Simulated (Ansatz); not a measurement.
SnH6O4: molecular dynamics (part 1 of 3)

The run: molecular dynamics of SnH6O4. Method and program: RKS BLYP-D4/def2-SVP (Ansatz 0.2.0).

It belongs to a series of runs on one base structure; here: dynamics from the highest image of the converged band. Figures and captions count atoms from 1; the log counts them from 0 in places.

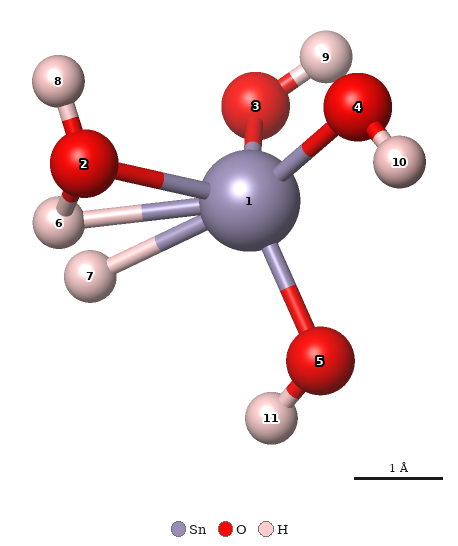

The input geometry (ball-and-stick view, seen on its broad side; atoms are numbered from 1 in the order of the input). Sticks mark near contacts. Bond lengths as drawn: H–O 0.98 to 1.25 Å, H–Sn 2.14 to 2.18 Å and O–Sn 2.01 to 2.19 Å.

### Key numbers

| quantity | value |
| --- | --- |
| outcome | finished |
| mean temperature over the second half | 887 K |
| trajectory | 200 steps, 100 fs |
| ensemble | nve |
| temperature in the input | 300.0 K |
| time step | 0.5 fs |
| potential energy (last step) | −14108.3554 eV |
| mean-field energy (last step) | −14107.9809 eV |
| largest force (length of the vector) (last step) | 1.529 eV/Å |
| hardware | 2 threads of Intel Xeon (Sapphire Rapids), 16 GiB of memory available, shared host |
| wall time | 7.5 min (CPU time 15 min) |
| peak memory | 0.18 GiB |

So short a trajectory is not equilibrated.

### Input
```yaml
crystal:
  periodic: [false, false, false]
  atoms:
    - { symbol: Sn, position_ang: [-0.217357, -0.024127, -0.205693] }
    - { symbol: O, position_ang: [1.068896, 0.219826, 1.547567] }
    - { symbol: O, position_ang: [0.41689, -1.609062, -1.26454] }
    - { symbol: O, position_ang: [-1.830159, -0.804863, 0.710287] }
    - { symbol: O, position_ang: [-1.057764, 1.633556, -0.981142] }
    - { symbol: H, position_ang: [1.749348, 0.546039, 0.554328] }
    - { symbol: H, position_ang: [1.743831, 0.800792, -0.461672] }
    - { symbol: H, position_ang: [1.324882, -0.597847, 2.031017] }
    - { symbol: H, position_ang: [-0.340724, -2.231831, -1.312346] }
    - { symbol: H, position_ang: [-2.50492, -0.098177, 0.78952] }
    - { symbol: H, position_ang: [-0.353121, 2.165794, -1.407224] }
basis:
  gaussian: { orbitals: def2-SVP }
hamiltonian:
  xc: blyp
  dispersion: d4
md:
  timestep: 0.5
  n_steps: 200
  ensemble: nve
  temperature: 300.0
  initial_velocities: maxwell_boltzmann
  seed: 9587
```

Launch command:
```bash
ansatz run input.yaml --threads 2 --pin off --max-ram 3072MiB --backend cpu --events-out ev --progress --plain --runs-dir out
```

### Log
```
Engine: ansatz 0.2.0, x86_64-unknown-linux-gnu
Functional definition: BLYP
  parameter beta = 0.0042
  parameter a = 0.04918
  parameter b = 0.132
  parameter c = 0.2533
  parameter d = 0.349
  exchange = b88_x(beta = beta)
  correlation = lyp_c(a = a, b = b, c = c, d = d)
1211 factors; their error is unknown
mean field evaluation 1: about -14084.7294 eV, gradient 1.1e2 eV
mean field evaluation 2: about -13972.3703 eV, gradient 2.5e2 eV
mean field evaluation 4: about -14105.1042 eV, gradient 3.1e1 eV
mean field evaluation 8: about -14107.1778 eV, gradient 1.9e-1 eV
mean field evaluation 16: about -14107.1494 eV, gradient 1.3e-3 eV
mean field -14107.14940433 eV, -518.4281784397 hartree, gradient 4.1e-5 eV, S^2 0.000000; 0 other end points of the search recorded, 0 dependent functions left out
the calculation of the forces begins
reference -14107.14976517 eV, -518.4281917005 hartree; 30, 30 occupied and 82, 82 virtual orbitals, 1211 factors
md step     0: t =     0.00 fs  T =   300.0 K  F+E_penalty+E_count = -14107.60426823 eV  E_kin = 0.349002 eV  conserved = -14107.25526623 eV  (30 SCF iters)
these checks for a lower state are left out or cut short: starts, cluster_reference, orbital_swaps, neighbouring_geometries, increment
1211 factors; their error is unknown
mean field -14107.14078641 eV, -518.4278617371 hartree, gradient 8.8e-6 eV, S^2 0.000000; 0 other end points of the search recorded, 0 dependent functions left out
the calculation of the forces begins
reference -14107.14114651 eV, -518.4278749704 hartree; 30, 30 occupied and 82, 82 virtual orbitals, 1211 factors
md step     1: t =     0.50 fs  T =   292.9 K  F+E_penalty+E_count = -14107.59588567 eV  E_kin = 0.340739 eV  conserved = -14107.25514625 eV  (33 SCF iters, 3 dispersion substeps)
[... from here on the SCF iterations and repeated set-up lines of each step are left out, up to the last step ...]
md step     2: t =     1.00 fs  T =   274.1 K  F+E_penalty+E_count = -14107.57354998 eV  E_kin = 0.318918 eV  conserved = -14107.25463152 eV  (34 SCF iters, 3 dispersion substeps)
md step     3: t =     1.50 fs  T =   250.6 K  F+E_penalty+E_count = -14107.54552060 eV  E_kin = 0.291566 eV  conserved = -14107.25395500 eV  (34 SCF iters, 3 dispersion substeps)
md step     4: t =     2.00 fs  T =   231.1 K  F+E_penalty+E_count = -14107.52234350 eV  E_kin = 0.268849 eV  conserved = -14107.25349441 eV  (34 SCF iters, 3 dispersion substeps)
md step     5: t =     2.50 fs  T =   221.5 K  F+E_penalty+E_count = -14107.51114267 eV  E_kin = 0.257623 eV  conserved = -14107.25351983 eV  (34 SCF iters, 3 dispersion substeps)
md step     6: t =     3.00 fs  T =   221.5 K  F+E_penalty+E_count = -14107.51160769 eV  E_kin = 0.257625 eV  conserved = -14107.25398301 eV  (34 SCF iters, 3 dispersion substeps)
md step     7: t =     3.50 fs  T =   225.3 K  F+E_penalty+E_count = -14107.51667234 eV  E_kin = 0.262102 eV  conserved = -14107.25457077 eV  (33 SCF iters, 3 dispersion substeps)
md step     8: t =     4.00 fs  T =   225.4 K  F+E_penalty+E_count = -14107.51717101 eV  E_kin = 0.262219 eV  conserved = -14107.25495204 eV  (34 SCF iters, 3 dispersion substeps)
md step     9: t =     4.50 fs  T =   216.6 K  F+E_penalty+E_count = -14107.50690538 eV  E_kin = 0.251931 eV  conserved = -14107.25497454 eV  (34 SCF iters, 3 dispersion substeps)
md step    10: t =     5.00 fs  T =   198.1 K  F+E_penalty+E_count = -14107.48514947 eV  E_kin = 0.230467 eV  conserved = -14107.25468202 eV  (34 SCF iters, 3 dispersion substeps)
md step    11: t =     5.50 fs  T =   173.6 K  F+E_penalty+E_count = -14107.45615895 eV  E_kin = 0.201935 eV  conserved = -14107.25422393 eV  (34 SCF iters, 3 dispersion substeps)
md step    12: t =     6.00 fs  T =   148.9 K  F+E_penalty+E_count = -14107.42693124 eV  E_kin = 0.173164 eV  conserved = -14107.25376744 eV  (34 SCF iters, 3 dispersion substeps)
md step    13: t =     6.50 fs  T =   129.9 K  F+E_penalty+E_count = -14107.40455683 eV  E_kin = 0.151102 eV  conserved = -14107.25345472 eV  (35 SCF iters, 3 dispersion substeps)
md step    14: t =     7.00 fs  T =   120.8 K  F+E_penalty+E_count = -14107.39391371 eV  E_kin = 0.140530 eV  conserved = -14107.25338371 eV  (35 SCF iters, 3 dispersion substeps)
md step    15: t =     7.50 fs  T =   122.5 K  F+E_penalty+E_count = -14107.39608151 eV  E_kin = 0.142492 eV  conserved = -14107.25358985 eV  (34 SCF iters, 3 dispersion substeps)
md step    16: t =     8.00 fs  T =   132.2 K  F+E_penalty+E_count = -14107.40780729 eV  E_kin = 0.153785 eV  conserved = -14107.25402243 eV  (34 SCF iters, 3 dispersion substeps)
md step    17: t =     8.50 fs  T =   144.3 K  F+E_penalty+E_count = -14107.42236747 eV  E_kin = 0.167832 eV  conserved = -14107.25453555 eV  (32 SCF iters, 3 dispersion substeps)
md step    18: t =     9.00 fs  T =   152.2 K  F+E_penalty+E_count = -14107.43191945 eV  E_kin = 0.177005 eV  conserved = -14107.25491456 eV  (35 SCF iters, 3 dispersion substeps)
md step    19: t =     9.50 fs  T =   151.2 K  F+E_penalty+E_count = -14107.43085667 eV  E_kin = 0.175901 eV  conserved = -14107.25495530 eV  (35 SCF iters, 3 dispersion substeps)
md step    20: t =    10.00 fs  T =   141.2 K  F+E_penalty+E_count = -14107.41888566 eV  E_kin = 0.164300 eV  conserved = -14107.25458517 eV  (35 SCF iters, 3 dispersion substeps)
md step    21: t =    10.50 fs  T =   127.2 K  F+E_penalty+E_count = -14107.40197316 eV  E_kin = 0.148009 eV  conserved = -14107.25396391 eV  (35 SCF iters, 3 dispersion substeps)
md step    22: t =    11.00 fs  T =   117.2 K  F+E_penalty+E_count = -14107.38977230 eV  E_kin = 0.136328 eV  conserved = -14107.25344469 eV  (35 SCF iters, 3 dispersion substeps)
md step    23: t =    11.50 fs  T =   117.7 K  F+E_penalty+E_count = -14107.39025013 eV  E_kin = 0.136897 eV  conserved = -14107.25335283 eV  (35 SCF iters, 3 dispersion substeps)
md step    24: t =    12.00 fs  T =   129.9 K  F+E_penalty+E_count = -14107.40483425 eV  E_kin = 0.151096 eV  conserved = -14107.25373794 eV  (35 SCF iters, 3 dispersion substeps)
md step    25: t =    12.50 fs  T =   149.0 K  F+E_penalty+E_count = -14107.42765857 eV  E_kin = 0.173315 eV  conserved = -14107.25434311 eV  (35 SCF iters, 3 dispersion substeps)
md step    26: t =    13.00 fs  T =   167.2 K  F+E_penalty+E_count = -14107.44934784 eV  E_kin = 0.194526 eV  conserved = -14107.25482149 eV  (34 SCF iters, 3 dispersion substeps)
md step    27: t =    13.50 fs  T =   178.2 K  F+E_penalty+E_count = -14107.46226234 eV  E_kin = 0.207295 eV  conserved = -14107.25496757 eV  (33 SCF iters, 3 dispersion substeps)
md step    28: t =    14.00 fs  T =   179.6 K  F+E_penalty+E_count = -14107.46377028 eV  E_kin = 0.208988 eV  conserved = -14107.25478183 eV  (34 SCF iters, 3 dispersion substeps)
md step    29: t =    14.50 fs  T =   173.7 K  F+E_penalty+E_count = -14107.45643349 eV  E_kin = 0.202039 eV  conserved = -14107.25439401 eV  (33 SCF iters, 3 dispersion substeps)
md step    30: t =    15.00 fs  T =   165.2 K  F+E_penalty+E_count = -14107.44610246 eV  E_kin = 0.192135 eV  conserved = -14107.25396709 eV  (34 SCF iters, 3 dispersion substeps)
md step    31: t =    15.50 fs  T =   159.6 K  F+E_penalty+E_count = -14107.43936649 eV  E_kin = 0.185724 eV  conserved = -14107.25364234 eV  (34 SCF iters, 3 dispersion substeps)
md step    32: t =    16.00 fs  T =   161.4 K  F+E_penalty+E_count = -14107.44126083 eV  E_kin = 0.187739 eV  conserved = -14107.25352196 eV  (34 SCF iters, 3 dispersion substeps)
md step    33: t =    16.50 fs  T =   171.9 K  F+E_penalty+E_count = -14107.45360610 eV  E_kin = 0.199950 eV  conserved = -14107.25365585 eV  (34 SCF iters, 3 dispersion substeps)
md step    34: t =    17.00 fs  T =   189.3 K  F+E_penalty+E_count = -14107.47423619 eV  E_kin = 0.220215 eV  conserved = -14107.25402071 eV  (34 SCF iters, 3 dispersion substeps)
md step    35: t =    17.50 fs  T =   208.8 K  F+E_penalty+E_count = -14107.49743001 eV  E_kin = 0.242925 eV  conserved = -14107.25450469 eV  (34 SCF iters, 3 dispersion substeps)
md step    36: t =    18.00 fs  T =   224.2 K  F+E_penalty+E_count = -14107.51574606 eV  E_kin = 0.260828 eV  conserved = -14107.25491815 eV  (31 SCF iters, 3 dispersion substeps)
md step    37: t =    18.50 fs  T =   230.3 K  F+E_penalty+E_count = -14107.52301287 eV  E_kin = 0.267958 eV  conserved = -14107.25505438 eV  (33 SCF iters, 3 dispersion substeps)
md step    38: t =    19.00 fs  T =   225.8 K  F+E_penalty+E_count = -14107.51749029 eV  E_kin = 0.262696 eV  conserved = -14107.25479425 eV  (33 SCF iters, 3 dispersion substeps)
md step    39: t =    19.50 fs  T =   214.3 K  F+E_penalty+E_count = -14107.50355840 eV  E_kin = 0.249342 eV  conserved = -14107.25421660 eV  (33 SCF iters, 3 dispersion substeps)
md step    40: t =    20.00 fs  T =   203.5 K  F+E_penalty+E_count = -14107.49034216 eV  E_kin = 0.236729 eV  conserved = -14107.25361360 eV  (33 SCF iters, 3 dispersion substeps)
md step    41: t =    20.50 fs  T =   201.0 K  F+E_penalty+E_count = -14107.48718206 eV  E_kin = 0.233848 eV  conserved = -14107.25333418 eV  (33 SCF iters, 3 dispersion substeps)
md step    42: t =    21.00 fs  T =   210.5 K  F+E_penalty+E_count = -14107.49836124 eV  E_kin = 0.244826 eV  conserved = -14107.25353485 eV  (32 SCF iters, 3 dispersion substeps)
md step    43: t =    21.50 fs  T =   229.2 K  F+E_penalty+E_count = -14107.52074253 eV  E_kin = 0.266679 eV  conserved = -14107.25406324 eV  (32 SCF iters, 3 dispersion substeps)
md step    44: t =    22.00 fs  T =   250.5 K  F+E_penalty+E_count = -14107.54602280 eV  E_kin = 0.291430 eV  conserved = -14107.25459298 eV  (32 SCF iters, 3 dispersion substeps)
md step    45: t =    22.50 fs  T =   267.2 K  F+E_penalty+E_count = -14107.56569949 eV  E_kin = 0.310837 eV  conserved = -14107.25486247 eV  (32 SCF iters, 3 dispersion substeps)
md step    46: t =    23.00 fs  T =   275.4 K  F+E_penalty+E_count = -14107.57523774 eV  E_kin = 0.320439 eV  conserved = -14107.25479831 eV  (32 SCF iters, 3 dispersion substeps)
md step    47: t =    23.50 fs  T =   275.9 K  F+E_penalty+E_count = -14107.57544667 eV  E_kin = 0.320965 eV  conserved = -14107.25448167 eV  (31 SCF iters, 3 dispersion substeps)
md step    48: t =    24.00 fs  T =   272.8 K  F+E_penalty+E_count = -14107.57137875 eV  E_kin = 0.317322 eV  conserved = -14107.25405627 eV  (32 SCF iters, 3 dispersion substeps)
md step    49: t =    24.50 fs  T =   272.0 K  F+E_penalty+E_count = -14107.57004134 eV  E_kin = 0.316377 eV  conserved = -14107.25366415 eV  (32 SCF iters, 3 dispersion substeps)
md step    50: t =    25.00 fs  T =   279.0 K  F+E_penalty+E_count = -14107.57796566 eV  E_kin = 0.324541 eV  conserved = -14107.25342511 eV  (32 SCF iters, 3 dispersion substeps)
md step    51: t =    25.50 fs  T =   297.2 K  F+E_penalty+E_count = -14107.59917454 eV  E_kin = 0.345750 eV  conserved = -14107.25342498 eV  (32 SCF iters, 3 dispersion substeps)
md step    52: t =    26.00 fs  T =   326.8 K  F+E_penalty+E_count = -14107.63382283 eV  E_kin = 0.380128 eV  conserved = -14107.25369532 eV  (32 SCF iters, 3 dispersion substeps)
md step    53: t =    26.50 fs  T =   364.1 K  F+E_penalty+E_count = -14107.67776869 eV  E_kin = 0.423585 eV  conserved = -14107.25418402 eV  (31 SCF iters, 3 dispersion substeps)
md step    54: t =    27.00 fs  T =   402.9 K  F+E_penalty+E_count = -14107.72346635 eV  E_kin = 0.468732 eV  conserved = -14107.25473475 eV  (31 SCF iters, 3 dispersion substeps)
md step    55: t =    27.50 fs  T =   436.1 K  F+E_penalty+E_count = -14107.76248922 eV  E_kin = 0.507377 eV  conserved = -14107.25511182 eV  (31 SCF iters, 3 dispersion substeps)
md step    56: t =    28.00 fs  T =   459.2 K  F+E_penalty+E_count = -14107.78926249 eV  E_kin = 0.534167 eV  conserved = -14107.25509538 eV  (29 SCF iters, 3 dispersion substeps)
md step    57: t =    28.50 fs  T =   472.6 K  F+E_penalty+E_count = -14107.80441914 eV  E_kin = 0.549795 eV  conserved = -14107.25462419 eV  (32 SCF iters, 3 dispersion substeps)
md step    58: t =    29.00 fs  T =   482.8 K  F+E_penalty+E_count = -14107.81554065 eV  E_kin = 0.561636 eV  conserved = -14107.25390420 eV  (32 SCF iters, 3 dispersion substeps)
md step    59: t =    29.50 fs  T =   499.0 K  F+E_penalty+E_count = -14107.83381084 eV  E_kin = 0.580458 eV  conserved = -14107.25335266 eV  (31 SCF iters, 3 dispersion substeps)
md step    60: t =    30.00 fs  T =   528.1 K  F+E_penalty+E_count = -14107.86764537 eV  E_kin = 0.614311 eV  conserved = -14107.25333457 eV  (31 SCF iters, 3 dispersion substeps)
md step    61: t =    30.50 fs  T =   570.2 K  F+E_penalty+E_count = -14107.91725542 eV  E_kin = 0.663376 eV  conserved = -14107.25387956 eV  (31 SCF iters, 3 dispersion substeps)
md step    62: t =    31.00 fs  T =   618.5 K  F+E_penalty+E_count = -14107.97423269 eV  E_kin = 0.719577 eV  conserved = -14107.25465576 eV  (31 SCF iters, 3 dispersion substeps)
md step    63: t =    31.50 fs  T =   663.0 K  F+E_penalty+E_count = -14108.02650730 eV  E_kin = 0.771275 eV  conserved = -14107.25523213 eV  (31 SCF iters, 3 dispersion substeps)
md step    64: t =    32.00 fs  T =   695.9 K  F+E_penalty+E_count = -14108.06489722 eV  E_kin = 0.809535 eV  conserved = -14107.25536189 eV  (32 SCF iters, 3 dispersion substeps)
md step    65: t =    32.50 fs  T =   715.2 K  F+E_penalty+E_count = -14108.08702848 eV  E_kin = 0.831965 eV  conserved = -14107.25506360 eV  (32 SCF iters, 3 dispersion substeps)
md step    66: t =    33.00 fs  T =   724.4 K  F+E_penalty+E_count = -14108.09722387 eV  E_kin = 0.842699 eV  conserved = -14107.25452498 eV  (32 SCF iters, 3 dispersion substeps)
md step    67: t =    33.50 fs  T =   730.4 K  F+E_penalty+E_count = -14108.10365334 eV  E_kin = 0.849682 eV  conserved = -14107.25397130 eV  (32 SCF iters, 3 dispersion substeps)
md step    68: t =    34.00 fs  T =   740.3 K  F+E_penalty+E_count = -14108.11479074 eV  E_kin = 0.861201 eV  conserved = -14107.25358943 eV  (31 SCF iters, 3 dispersion substeps)
md step    69: t =    34.50 fs  T =   759.0 K  F+E_penalty+E_count = -14108.13649019 eV  E_kin = 0.882985 eV  conserved = -14107.25350548 eV  (31 SCF iters, 3 dispersion substeps)
md step    70: t =    35.00 fs  T =   787.6 K  F+E_penalty+E_count = -14108.17004448 eV  E_kin = 0.916273 eV  conserved = -14107.25377147 eV  (31 SCF iters, 3 dispersion substeps)
md step    71: t =    35.50 fs  T =   822.7 K  F+E_penalty+E_count = -14108.21136324 eV  E_kin = 0.957033 eV  conserved = -14107.25433067 eV  (31 SCF iters, 3 dispersion substeps)
md step    72: t =    36.00 fs  T =   856.9 K  F+E_penalty+E_count = -14108.25183210 eV  E_kin = 0.996842 eV  conserved = -14107.25498965 eV  (31 SCF iters, 3 dispersion substeps)
md step    73: t =    36.50 fs  T =   881.9 K  F+E_penalty+E_count = -14108.28139127 eV  E_kin = 1.025944 eV  conserved = -14107.25544766 eV  (31 SCF iters, 3 dispersion substeps)
md step    74: t =    37.00 fs  T =   892.1 K  F+E_penalty+E_count = -14108.29326225 eV  E_kin = 1.037835 eV  conserved = -14107.25542679 eV  (31 SCF iters, 3 dispersion substeps)
md step    75: t =    37.50 fs  T =   888.2 K  F+E_penalty+E_count = -14108.28815183 eV  E_kin = 1.033288 eV  conserved = -14107.25486422 eV  (31 SCF iters, 3 dispersion substeps)
md step    76: t =    38.00 fs  T =   877.6 K  F+E_penalty+E_count = -14108.27499182 eV  E_kin = 1.020953 eV  conserved = -14107.25403868 eV  (30 SCF iters, 3 dispersion substeps)
md step    77: t =    38.50 fs  T =   870.9 K  F+E_penalty+E_count = -14108.26654775 eV  E_kin = 1.013100 eV  conserved = -14107.25344820 eV  (30 SCF iters, 3 dispersion substeps)
md step    78: t =    39.00 fs  T =   875.4 K  F+E_penalty+E_count = -14108.27189124 eV  E_kin = 1.018433 eV  conserved = -14107.25345818 eV  (30 SCF iters, 3 dispersion substeps)
md step    79: t =    39.50 fs  T =   891.3 K  F+E_penalty+E_count = -14108.29094382 eV  E_kin = 1.036923 eV  conserved = -14107.25402041 eV  (30 SCF iters, 3 dispersion substeps)
md step    80: t =    40.00 fs  T =   911.5 K  F+E_penalty+E_count = -14108.31514671 eV  E_kin = 1.060403 eV  conserved = -14107.25474353 eV  (30 SCF iters, 3 dispersion substeps)
md step    81: t =    40.50 fs  T =   926.7 K  F+E_penalty+E_count = -14108.33328458 eV  E_kin = 1.078072 eV  conserved = -14107.25521224 eV  (31 SCF iters, 3 dispersion substeps)
md step    82: t =    41.00 fs  T =   930.6 K  F+E_penalty+E_count = -14108.33780543 eV  E_kin = 1.082562 eV  conserved = -14107.25524369 eV  (30 SCF iters, 3 dispersion substeps)
```
